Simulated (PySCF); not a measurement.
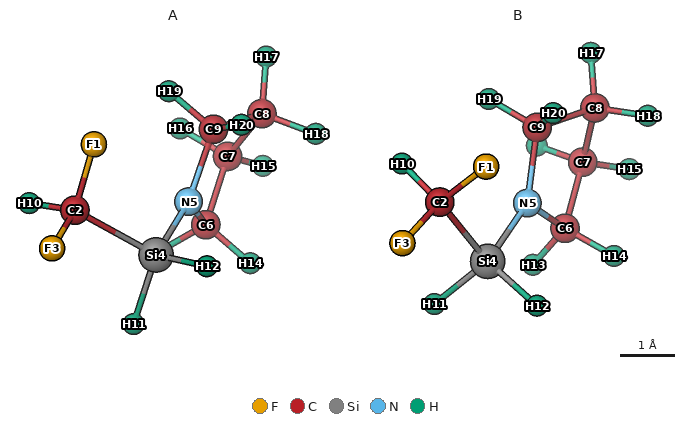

Two geometries of C5H11F2NSi, drawn at one scale. One is the start of a relaxation, the other its converged end. Style: ball-and-stick. Shown from a free direction.

These are results of PBE0-D3(BJ)/def2-SVP geometry optimisation, gas phase in PySCF, not measurements. 

### Which geometry has the lower energy?

Structure A is the relaxed one. The start comes from GFN2-xTB. Its atoms were then displaced at random by about 0.01 Å. Over 19 geometry steps the energy falls by 17.7 kJ/mol. The atom that moves furthest after the best rigid fit is F1 (1.15 Å). By element the largest moves are F 1.15 Å, H 1.04 Å, C 0.47 Å, Si 0.36 Å, N 0.15 Å. Some distances before and after: Si4–H12 1.459 → 1.498 Å, C9–H19 1.081 → 1.106 Å, Si4–H11 1.467 → 1.492 Å, C6–H13 1.080 → 1.103 Å. Among the angles between lasting bonds that change: Si4–N5–C9 127.9° → 122.4°, C2–Si4–N5 104.9° → 109.3°, Si4–N5–C6 121.6° → 125.7°. Groups turn about Si4–N5 by about 45°.
